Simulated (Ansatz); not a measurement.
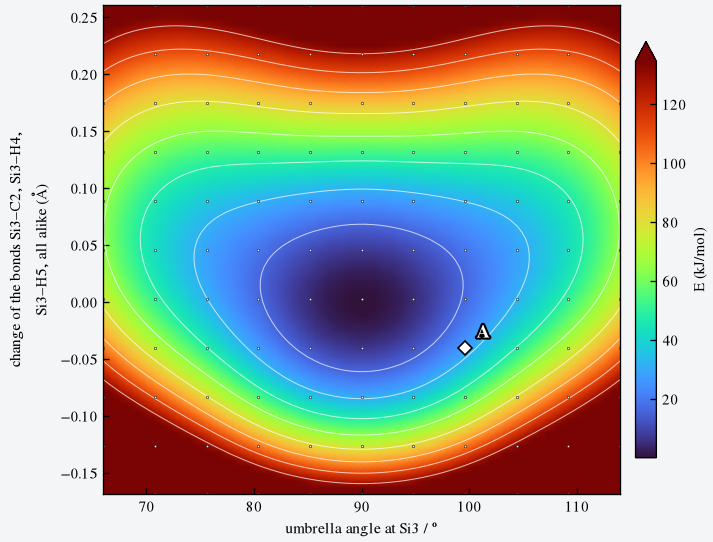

CH₂BSi, SMILES B#C[SiH2], spin multiplicity 2. First axis: umbrella angle at Si3 (between each of its bonds and their common axis; 90 is planar). Second axis: change of the bonds Si3–C2, Si3–H4, Si3–H5, all alike. Nothing is relaxed (all other coordinates rigid). Grid: 11 × 11 points; 66 points were computed and 55 follow by symmetry. Points are written as (first, second). Energies: kJ/mol, counted from the relaxed molecule at the same level. In part of the range the unrestricted reference is strongly spin-contaminated. Level of theory: UHF/def2-TZVP in Ansatz 0.2.0.

The picture shows a smooth colour map with a few white contour lines, dots at the grid points, one colour for all values above the top of the scale, the point A. Between grid points the surface is interpolated.

Is A at rest? If not, where is it pushed?

Answer. A, at (99.6°, −0.040 Å), is not a stationary point. The computed force is 3.9 kJ/mol for each degree towards smaller values of the first coordinate and 420 kJ/mol for each Å towards larger values of the second coordinate.
